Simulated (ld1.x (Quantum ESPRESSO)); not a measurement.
# Pseudopotential generation for fluorine: ultrasoft, PBEsol

Task: generate the file, and judge it by its errors in other configurations, its logarithmic derivatives, its ghosts and its cutoff.

Program: ld1.x (Quantum ESPRESSO) 7.5. Reference atom: PBEsol, scalar-relativistic, spherical and spin-unpolarised. All values are calculated.

## 1. The atom and the settings

Typed settings, in words:

```json
{
 "element": "fluorine (F, Z = 9)",
 "type": "ultrasoft",
 "frozen core": "[He]",
 "valence charge": "7",
 "reference configuration": "2s2 2p5",
 "partial waves": "2s (bound): rcut 0.50, rcutus 0.60 bohr; 2s channel at -1.65 Ry: rcut 0.50, rcutus 0.60 bohr; 2p (bound): rcut 0.85, rcutus 1.20 bohr; 2p channel at 3.7 Ry: rcut 0.85, rcutus 1.20 bohr; 3d channel at -0.15 Ry: rcut 0.70, rcutus 0.95 bohr; 3d channel at 0.2 Ry: rcut 0.70, rcutus 0.95 bohr",
 "local potential": "all-electron potential smoothed inside 1.15 bohr (lloc = -1)",
 "core correction": "a·sin(br)/r model core inside 0.60 bohr",
 "augmentation charge": "PSQ, inside the norm-conserving radii"
}
```

An earlier all-electron run gives the scale for the radii.

All-electron outer shells of the reference configuration (PBEsol, scalar-relativistic, ld1.x):

```csv
shell,level (eV),outermost node (bohr),outermost maximum (bohr)
1s,-661.16,–,0.11
2s,-29.72,0.24,0.76
2p,-11.05,–,0.71
```

## 2. Generating the potential

F.in reads:

```
 &input
   title='F', zed=9., rel=1, dft='PBESOL', iswitch=3,
   config='[He] 2s2 2p5 3d-2',
   nld=3, rlderiv=1.30, eminld=-4.0, emaxld=5.0, deld=0.02
 /
 &inputp
   pseudotype=3, tm=.true., lloc=-1, rcloc=1.15,
   nlcc=.true., rcore=0.60,
   which_augfun='PSQ', rmatch_augfun_nc=.true.,
   file_pseudopw='F.UPF', file_wfcaegen='ae.wfc', file_wfcncgen='nc.wfc', file_beta='beta', file_chi='chi', file_wfcusgen='us.wfc'
 /
6
2S  1  0   2.00   0.00  0.50  0.60  0.0
2S  1  0   0.00  -1.65  0.50  0.60  0.0
2P  2  1   5.00   0.00  0.85  1.20  0.0
2P  2  1   0.00   3.70  0.85  1.20  0.0
3D  3  2  -2.00  -0.15  0.70  0.95  0.0
3D  3  2  -2.00   0.20  0.70  0.95  0.0
 &test
   configts(1)='2s2 2p5'
 /
```

Command:

```console
$ ld1.x < F.in > F.out
```

Output in F.out (without the banner and most projector matrices):

```text
     Program LD1 v.7.5
     --------------------------- All-electron run ----------------------------

     F
     scalar relativistic calculation

     atomic number is  9.00
     dft =PBESOL   lsd =0 sic =0 latt =0  beta=0.20 tr2=1.0E-14
     Exchange-correlation= PBESOL
                           (   1   4  10   8   0   0   0)
     mesh =1105 r(mesh) =  99.76081 a.u. xmin = -7.00 dx = 0.01250
     1 Ry =  13.60569312 eV, c = 137.03599908

     n l     nl                  e(Ry)          e(Ha)          e(eV)
     1 0     1S 1( 2.00)       -48.5945       -24.2973      -661.1624
     2 0     2S 1( 2.00)        -2.1844        -1.0922       -29.7204
     2 1     2P 1( 5.00)        -0.8123        -0.4061       -11.0517

     final scf error:  4.9E-15 reached in  22 iterations

     Etot =    -198.896219 Ry,     -99.448109 Ha,   -2706.120913 eV

     Ekin =     198.653027 Ry,      99.326514 Ha,    2702.812129 eV
     Encl =    -476.966171 Ry,    -238.483086 Ha,   -6489.455357 eV
     Eh   =      99.223089 Ry,      49.611545 Ha,    1349.998902 eV
     Exc  =     -19.806164 Ry,      -9.903082 Ha,    -269.476588 eV

     normalization and overlap integrals

     s(1S/1S) =  1.000000  <r> =   0.1767  <r2> =    0.0421  r(max) =   0.1139
     s(2S/2S) =  1.000000  <r> =   1.0060  <r2> =    1.2343  r(max) =   0.7617
     s(2P/2P) =  1.000000  <r> =   1.1047  <r2> =    1.6352  r(max) =   0.7066

     ------------------------ End of All-electron run ------------------------

     --------------------- Generating US pseudopotential ---------------------

      Generating local potential from pseudized AE potential:
      Matching radius rcloc =   1.1500

      Local pseudo, rcloc= 1.136 Estimated cut-off energy=    19.15 Ry

      Computing core charge for nlcc:

       r > 0.60 : true rho core
       r < 0.60 : rho core = a sin(br)/r    a=   0.40  b=   4.68

      Integrated core pseudo-charge :   0.06
      Wfc-us  2S rcutus= 0.593  Estimated cut-off energy=   118.68 Ry
      Wfc-us  2S rcutus= 0.593  Estimated cut-off energy=   119.37 Ry
      Wfc-us  2P rcutus= 1.195  Estimated cut-off energy=    54.68 Ry
      Wfc-us  2P rcutus= 1.195  Estimated cut-off energy=   103.00 Ry
      Wfc-us  3D rcutus= 0.954  Estimated cut-off energy=   111.28 Ry
      Wfc-us  3D rcutus= 0.954  Estimated cut-off energy=   111.57 Ry

     Q pseudized with Bessel functions
     Expected ecutrho=    1135.7023 due to l1=  0   l2=  1

     ------------------- End of pseudopotential generation -------------------

     [... the all-electron block is printed once more ...]


     Computing logarithmic derivative in   1.29569
     Computing logarithmic derivative in   1.29569
     Computing the partial wave expansion
     R is outside the sphere for l=    0 j= 0.00
     R is outside the sphere for l=    0 j= 0.00
     R is outside the sphere for l=    1 j= 0.00
     R is outside the sphere for l=    1 j= 0.00
     R is outside the sphere for l=    2 j= 0.00
     R is outside the sphere for l=    2 j= 0.00

     ---------------------- Testing the pseudopotential ----------------------

     F
     scalar relativistic calculation

     atomic number is  9.00   valence charge is  7.00
     dft =PBESOL   lsd =0 sic =0 latt =0  beta=0.20 tr2=1.0E-14
     mesh =1105 r(mesh) =  99.76081 xmin = -7.00 dx = 0.01250

     n l     nl             e AE (Ry)        e PS (Ry)    De AE-PS (Ry)
     1 0     2S   1( 2.00)       -2.18441       -2.18442        0.00001
     2 1     2P   1( 5.00)       -0.81228       -0.81229        0.00001

     eps = 4.8E-16  iter =  4

     Etot =    -198.896219 Ry,     -99.448109 Ha,   -2706.120913 eV
     Etotps =   -48.212915 Ry,     -24.106457 Ha,    -655.970125 eV

     Ekin =      23.177217 Ry,      11.588608 Ha,     315.342098 eV
     Encl =    -106.745257 Ry,     -53.372629 Ha,   -1452.343215 eV
     Ehrt =      42.368253 Ry,      21.184127 Ha,     576.449450 eV
     Ecxc =      -8.958819 Ry,      -4.479410 Ha,    -121.890945 eV
     (Ecc =      -0.046448 Ry,      -0.023224 Ha,      -0.631954 eV)
     Epseu=       1.945692 Ry,       0.972846 Ha,      26.472487 eV

     ---------------------- End of pseudopotential test ----------------------
```

Run time: 1.1 s. Hardware: 1 thread of Neoverse-V1, shared host. This counts the later configuration tests of the new file too.

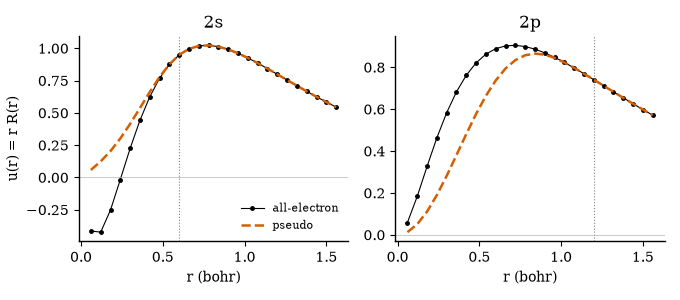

Bound waves of the atom and their pseudo partners (2s, 2p), with the matching radii dotted. The curves join 26 sampled radii.

## 3. Transferability test

F.test.in reads:

```
 &input
   title='F', zed=9., rel=1, dft='PBESOL', iswitch=2,
   config='[He] 2s2 2p5 3d-2'
 /
 &test
   file_pseudo='F.UPF', nconf=8,
   configts(1)='2s2 2p5',
   configts(2)='2s2 2p4',
   configts(3)='2s2 2p3',
   configts(4)='2s2 2p2',
   configts(5)='2s1 2p5',
   configts(6)='2s1 2p6',
   configts(7)='2s2 2p5.3',
   configts(8)='2s2 2p1'
 /
```

Command:

```console
$ ld1.x < F.test.in > F.test.out
```

F.test.out, the pseudopotential blocks:

```text
     ---------------------- Testing the pseudopotential ----------------------

     F
     scalar relativistic calculation

     atomic number is  9.00   valence charge is  7.00
     dft =PBESOL   lsd =0 sic =0 latt =0  beta=0.20 tr2=1.0E-14
     mesh =1105 r(mesh) =  99.76081 xmin = -7.00 dx = 0.01250

     n l     nl             e AE (Ry)        e PS (Ry)    De AE-PS (Ry)
     1 0     2S   1( 2.00)       -2.18441       -2.18442        0.00001
     2 1     2P   1( 5.00)       -0.81228       -0.81229        0.00001

     eps = 4.9E-16  iter =  4

     Etot =    -198.896219 Ry,     -99.448109 Ha,   -2706.120914 eV
     Etotps =   -48.212915 Ry,     -24.106457 Ha,    -655.970125 eV

     Ekin =      23.177217 Ry,      11.588608 Ha,     315.342098 eV
     Encl =    -106.745257 Ry,     -53.372629 Ha,   -1452.343215 eV
     Ehrt =      42.368253 Ry,      21.184127 Ha,     576.449450 eV
     Ecxc =      -8.958819 Ry,      -4.479410 Ha,    -121.890945 eV
     (Ecc =      -0.046448 Ry,      -0.023224 Ha,      -0.631954 eV)
     Epseu=       1.945692 Ry,       0.972846 Ha,      26.472487 eV

     ---------------------- End of pseudopotential test ----------------------

     ---------------------- Testing the pseudopotential ----------------------

     F
     [...]
     n l     nl             e AE (Ry)        e PS (Ry)    De AE-PS (Ry)
     1 0     2S   1( 2.00)       -3.46782       -3.46790        0.00007
     2 1     2P   1( 4.00)       -2.07413       -2.07275       -0.00138

     eps = 9.1E-15  iter =  7

     Etot =    -197.476466 Ry,     -98.738233 Ha,   -2686.804198 eV
     Etotps =   -46.793593 Ry,     -23.396797 Ha,    -636.659267 eV
     dEtot_ae =       1.419752 Ry
     dEtot_ps =       1.419322 Ry,   Delta E=       0.000431 Ry

     [...]
     ---------------------- End of pseudopotential test ----------------------

     ---------------------- Testing the pseudopotential ----------------------

     F
     [...]
     n l     nl             e AE (Ry)        e PS (Ry)    De AE-PS (Ry)
     1 0     2S   1( 2.00)       -4.97983       -4.97877       -0.00105
     2 1     2P   1( 3.00)       -3.59242       -3.58745       -0.00496

     eps = 5.0E-16  iter =  9

     Etot =    -194.663071 Ry,     -97.331535 Ha,   -2648.526005 eV
     Etotps =   -43.983030 Ry,     -21.991515 Ha,    -598.419613 eV
     dEtot_ae =       4.233148 Ry
     dEtot_ps =       4.229885 Ry,   Delta E=       0.003263 Ry

     [...]
     ---------------------- End of pseudopotential test ----------------------

     ---------------------- Testing the pseudopotential ----------------------

     F
     [...]
     n l     nl             e AE (Ry)        e PS (Ry)    De AE-PS (Ry)
     1 0     2S   1( 2.00)       -6.68351       -6.68011       -0.00340
     2 1     2P   1( 2.00)       -5.33500       -5.32394       -0.01107  !

     eps = 5.9E-15  iter =  7

     Etot =    -190.217225 Ry,     -95.108612 Ha,   -2588.037187 eV
     Etotps =   -39.544792 Ry,     -19.772396 Ha,    -538.034307 eV
     dEtot_ae =       8.678994 Ry
     dEtot_ps =       8.668123 Ry,   Delta E=       0.010871 Ry

     [...]
     ---------------------- End of pseudopotential test ----------------------

     ---------------------- Testing the pseudopotential ----------------------

     F
     [...]
     n l     nl             e AE (Ry)        e PS (Ry)    De AE-PS (Ry)
     1 0     2S   1( 1.00)       -3.48092       -3.47898       -0.00194
     2 1     2P   1( 5.00)       -2.08348       -2.08364        0.00016

     eps = 4.6E-16  iter =  9

     Etot =    -196.080875 Ry,     -98.040438 Ha,   -2667.816217 eV
     Etotps =   -45.398426 Ry,     -22.699213 Ha,    -617.677052 eV
     dEtot_ae =       2.815343 Ry
     dEtot_ps =       2.814489 Ry,   Delta E=       0.000854 Ry

     [...]
     ---------------------- End of pseudopotential test ----------------------

     ---------------------- Testing the pseudopotential ----------------------

     F
     [...]
     n l     nl             e AE (Ry)        e PS (Ry)    De AE-PS (Ry)
     1 0     2S   1( 1.00)       -2.22012       -2.21795       -0.00216
     2 1     2P   1( 6.00)       -0.84401       -0.84477        0.00076

     eps = 4.0E-15  iter = 10

     Etot =    -197.522087 Ry,     -98.761043 Ha,   -2687.424895 eV
     Etotps =   -46.840319 Ry,     -23.420160 Ha,    -637.295008 eV
     dEtot_ae =       1.374132 Ry
     dEtot_ps =       1.372596 Ry,   Delta E=       0.001536 Ry

     [...]
     ---------------------- End of pseudopotential test ----------------------

     ---------------------- Testing the pseudopotential ----------------------

     F
     [...]
     n l     nl             e AE (Ry)        e PS (Ry)    De AE-PS (Ry)
     1 0     2S   1( 2.00)       -1.85443       -1.85428       -0.00015
     2 1     2P   1( 5.30)       -0.49277       -0.49287        0.00010

     eps = 4.4E-16  iter = 10

     Etot =    -199.091187 Ry,     -99.545594 Ha,   -2708.773594 eV
     Etotps =   -48.407921 Ry,     -24.203960 Ha,    -658.623315 eV
     dEtot_ae =      -0.194968 Ry
     dEtot_ps =      -0.195006 Ry,   Delta E=       0.000037 Ry

     [...]
     ---------------------- End of pseudopotential test ----------------------

     ---------------------- Testing the pseudopotential ----------------------

     F
     [...]
     n l     nl             e AE (Ry)        e PS (Ry)    De AE-PS (Ry)
     1 0     2S   1( 2.00)       -8.55411       -8.54724       -0.00687  !
     2 1     2P   1( 1.00)       -7.27887       -7.25718       -0.02168  !

     eps = 9.1E-15  iter =  7

     Etot =    -183.926283 Ry,     -91.963141 Ha,   -2502.444558 eV
     Etotps =   -33.269367 Ry,     -16.634684 Ha,    -452.652803 eV
     dEtot_ae =      14.969936 Ry
     dEtot_ps =      14.943548 Ry,   Delta E=       0.026389 Ry

     [...]
     ---------------------- End of pseudopotential test ----------------------
```

Energies count from the reference configuration 2s2 2p5; the error is all-electron less pseudo.

```csv
valence configuration,charge,ΔE all-electron (eV),error AE − PS (meV)
2s2 2p4,+1,19.317,+5.9
2s2 2p3,+2,57.595,+44
2s2 2p2,+3,118.084,+148
2s1 2p5,+1,38.305,+12
2s1 2p6,0,18.696,+21
2s2 2p5.3,-0.3,-2.653,+0.5
2s2 2p1,+4,203.676,+359
```

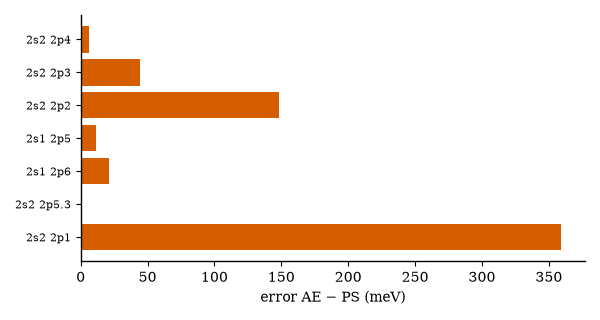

Error of the potential in each test configuration.

## 4. Logarithmic derivatives

Taken from the files of the generation run. The phase is arctan(r·u′/u) with u = r·R, unwrapped, with energies in Ry. A pole is an energy at which the radial function vanishes at the test radius. The pseudo phase is shifted by a multiple of π to meet the all-electron one at the reference energy. Levels narrower than the energy grid can be missing from the poles. The last column is the largest difference on the grid between −1 and +1 Ry.

| channel | radius (bohr) | reference (Ry) | poles AE | poles PS | window around the reference with phases within 0.05 rad (Ry) | largest difference near zero (rad) |
| --- | --- | --- | --- | --- | --- | --- |
| s | 1.30 | -2.18 | 0.44 | 0.43 | the whole range | 0.000 |
| p | 1.30 | -0.81 | 1.40 | 1.40 | the whole range | 0.000 |
| d | 1.30 | -0.15 | none | none | the whole range | 0.000 |

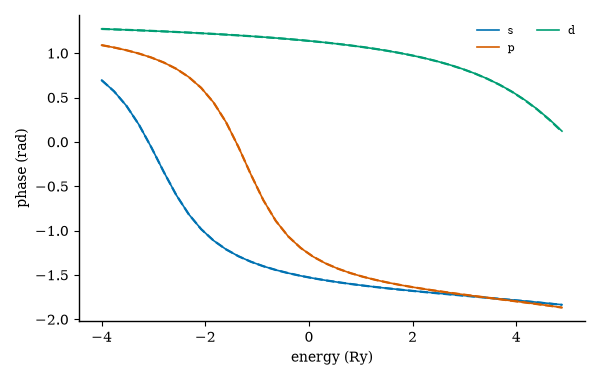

All-electron (solid) and pseudo (dashed) phases against energy.

## 5. Plane-wave convergence, by spherical Bessel functions

A separate test, outside the generator: the pseudo-atom's Hamiltonian at the reference potential is diagonalised in spherical Bessel functions j_l(qr) that vanish at 20 bohr, with q² up to the cutoff.

All-electron valence levels (Ry): 2s -2.1844, 2p -0.8123. The lowest levels of each channel (Ry) by cutoff; the last column sums, over occupied levels, occupation times the distance from the level at 400 Ry. A positive value at high cutoff is not a bound level.

```tsv
cutoff (Ry)	s #1	p #1	d #1	f #1	Σ f·Δε (mRy)
8	-1.8618	-0.1362	0.0803	0.1209	4026.8
15	-1.9284	-0.5082	0.0803	0.1209	2034.0
21	-1.9344	-0.6607	0.0803	0.1209	1259.2
35	-2.0037	-0.7946	0.0803	0.1209	451.4
50	-2.0956	-0.8111	0.0803	0.1209	184.9
60	-2.1305	-0.8121	0.0803	0.1209	110.2
90	-2.1769	-0.8124	0.0803	0.1209	16.2
100	-2.1808	-0.8124	0.0803	0.1209	7.9
120	-2.1837	-0.8124	0.0803	0.1209	2.0
160	-2.1841	-0.8125	0.0803	0.1209	1.0
180	-2.1842	-0.8125	0.0803	0.1209	0.8
230	-2.1845	-0.8125	0.0803	0.1209	0.2
400	-2.1846	-0.8125	0.0803	0.1209	0.0
```

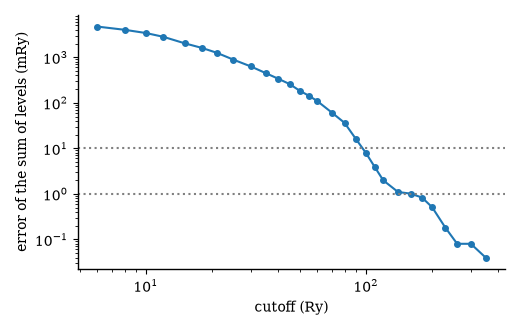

Occupation-weighted error of the valence levels against the cutoff; the dotted lines mark 10 and 1 mRy.

The sum stays within 10 mRy from 100 Ry and within 1 mRy from 180 Ry. The sum leaves out empty levels, which can need more. Ghost test: no level below the all-electron spectrum of its channel (s, p, d, f tested).

## 6. Summary of results

| quantity | value |
| --- | --- |
| cutoffs for 10 and 1 mRy, occupied levels | 100 Ry and 180 Ry |
| bound ghosts | none found |
| largest test error (AE − PS) | +359 meV, for 2s2 2p1 |
| largest phase difference near zero energy, channels read | 0.000 rad |
| lowest eigenvalue of the overlap (Bessel basis) | 0.573 (p) |
| density cutoff estimated by the generator | 1136 Ry |

By total energies transferability is fair for so large an energy: the largest error is 359 meV on 203.7 eV, for 2s2 2p1. That test lies far up in energy; among those under 40 eV, nearer to bonding, the largest error is 21 meV. It counts as hard, with 100 Ry needed at the looser tolerance. The slowest occupied level is 2s: taken alone it needs 120 Ry to come within 1 mRy, against 55 Ry for 2p. The Bessel-basis test finds no level below the valence levels. Near zero energy the phases of the channels with partial waves agree within 0.001 rad. All of this concerns the isolated atom, not yet a solid.
